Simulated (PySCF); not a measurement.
# C5H9BNO: the cost of one run

Computed with PySCF 2.14.0 and routines of our own; the level stands in each step. Atoms count from 0.

### Step 1. The system as given

17 atoms, charge -1, multiplicity 1; geometry from: GFN2-xTB.

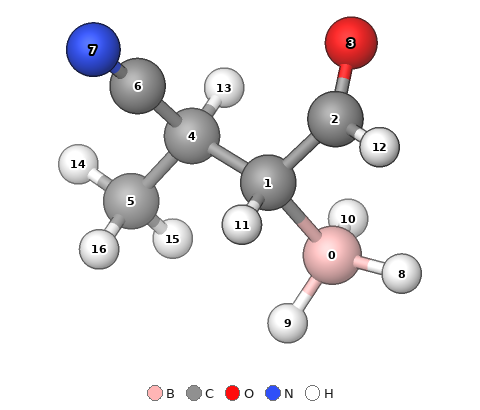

The starting geometry (boron pink, carbon grey, oxygen red, nitrogen blue, hydrogen white).

### Step 2. Circular dichroism and optical rotation: TDDFT CAM-B3LYP/def2-SVPD

The job: settings as JSON, then the geometry in Å.

```
{"job": {"kind": "ecd", "xc": "CAM-B3LYP", "basis": "def2-SVPD", "nstates": 16}, "charge": -1, "multiplicity": 1}
B      1.735364    -0.215144    -0.560088
C      0.452602     0.225629     0.521674
C      0.764947     1.601303     0.825203
O      0.264464     2.606780     0.342810
C     -0.934716     0.069398    -0.113155
C     -1.187292    -1.304743    -0.735608
C     -1.914422     0.312278     0.910231
N     -2.673715     0.460804     1.759149
H      2.779105     0.203323    -0.124258
H      1.762972    -1.422269    -0.588098
H      1.508826     0.248677    -1.648364
H      0.576074    -0.418362     1.392689
H      1.612592     1.714948     1.540734
H     -1.028942     0.850834    -0.876440
H     -2.187094    -1.356975    -1.170285
H     -0.444023    -1.480723    -1.506100
H     -1.093740    -2.083727     0.019996
```

Level: TDDFT CAM-B3LYP/def2-SVPD circular dichroism and optical rotation, one conformer, gas phase.

The run is started by

```bash
> OMP_NUM_THREADS=1 python excited_run.py task.json out
```

This one command runs all jobs of the session in turn.

**Question.** How long does this job take on 1 thread of Arm Neoverse V1, shared host, and how much memory does it need?

About 2.4 min, with a peak of 1.1 GiB.
